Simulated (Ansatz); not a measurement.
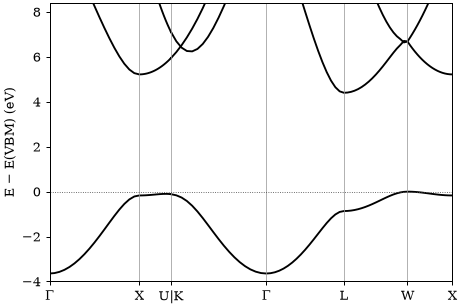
*Band structure from plane-wave PAW r²SCAN (Ansatz code)*

Problem. Read off the gap and where the band edges lie.

Solution. About 4.4 eV (4.40 eV by a search for the band edges); maximum at W, minimum at L.

The material is NaH (rock salt, space group No. 225).

Space group Fm-3m (rock salt). Symmetry was held in the r²SCAN relaxation; phonons on a q-mesh show no instability.

Potentials: the later of the program's two PAW sets.
